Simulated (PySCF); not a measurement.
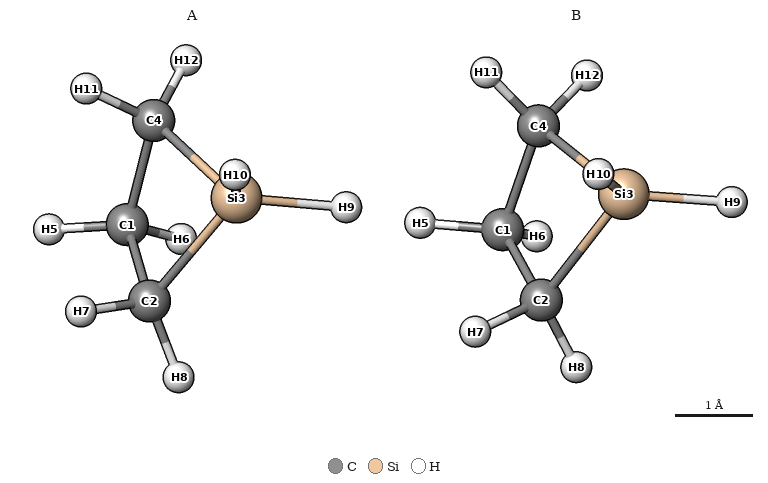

Two geometries of C3H8Si, drawn at one scale. One is the start of a relaxation, the other its converged end. A ball-and-stick model, seen from a free direction.

All numbers below come from PySCF 2.14.0, density-fitted response routines, PBE0-D3(BJ)/def2-SVP geometry optimisation, gas phase. 

Question: Which one is relaxed?

Answer: Structure A is the relaxed one. The start comes from GFN2-xTB. Its atoms were then displaced at random by about 0.03 Å. The largest move after the best rigid fit is that of H5, 0.42 Å. Largest moves by element: H 0.42 Å, Si 0.14 Å, C 0.13 Å. Near-neighbour distances that change, for instance: Si3–H10 1.403 → 1.497 Å, Si3–C4 1.971 → 1.897 Å, C4–H12 1.162 → 1.099 Å, C2–Si3 1.960 → 1.897 Å. Bond angles that change, for instance: C1–C4–H11 122.1° → 111.1°, C4–C1–H5 104.6° → 114.9°, Si3–C4–H12 112.3° → 122.0°. Groups turn about C1–C4 by about 20°. The energy falls by 73.7 kJ/mol in 14 geometry steps.
